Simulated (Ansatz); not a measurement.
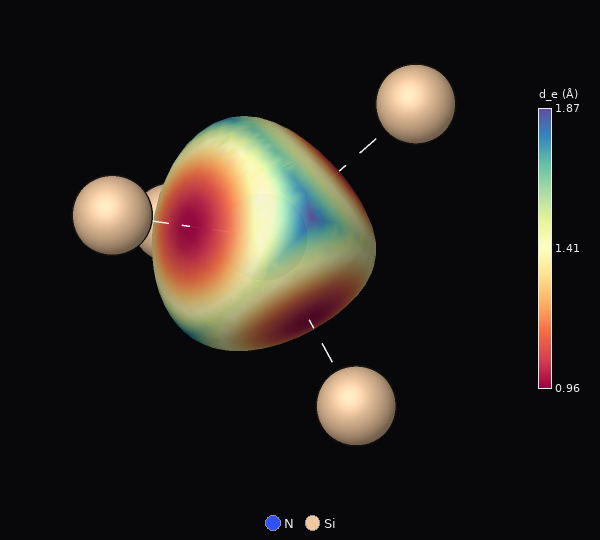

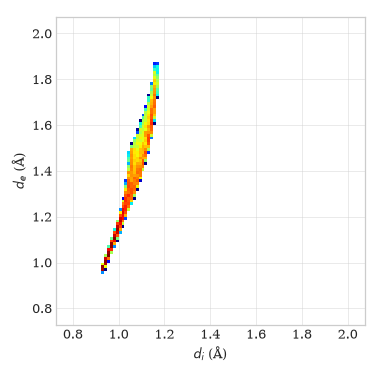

Hirshfeld surface computed for one N atom in Si$_{4}$N$_{3}$ (P-43m), coloured by d_e. Dashed lines lead to the closest neighbours outside. The second picture is its fingerprint plot, coloured by area on a logarithmic scale (blue little, red much).

The surface is where the fragment's share of the procrystal density (the sum of the densities of spherically averaged neutral Hartree-Fock atoms) equals one half. d_i and d_e are the distances from the surface to the nearest nucleus inside and outside.

Source of the atomic positions: the end point of a relaxation with Ansatz 0.2.0, DFT PBE, scalar-relativistic, plane waves, PAW; the starting structure was generated, so it need not be a known form of this composition.

```cif
data_structure
_symmetry_space_group_name_H-M 'P-43m'
_symmetry_Int_Tables_number 215
_cell_length_a 4.1650
_cell_length_b 4.1650
_cell_length_c 4.1650
_cell_angle_alpha 90.000
_cell_angle_beta 90.000
_cell_angle_gamma 90.000
_cell_volume 72.25
loop_
_atom_site_label
_atom_site_type_symbol
_atom_site_symmetry_multiplicity
_atom_site_Wyckoff_symbol
_atom_site_fract_x
_atom_site_fract_y
_atom_site_fract_z
_atom_site_occupancy
Si1 Si 4 e 0.28207 0.28207 0.71793 1
N1 N 3 d 0.00000 0.00000 0.50000 1
```

Q: What is the shortest distance from the fragment to an atom outside it?

A: N–Si, 1.89 Å.

Q: How is the surface shared among contacts (nearest atom inside ··· nearest atom outside)?

A: N···Si 100 %. The surface faces 4 neighbours with more than 2 % of its area each: 4 Si.

Q: Give the size and shape of the surface.

A: It encloses about 4.9 Å³, has an area of about 14 Å² and a globularity of 0.98 (1 for a sphere).

Q: Where does the fingerprint reach closest to the origin?

A: The smallest d_i + d_e is about 1.9 Å, which belongs to the shortest contact, N···Si at 1.89 Å; d_e runs from 0.96 to 1.87 Å.
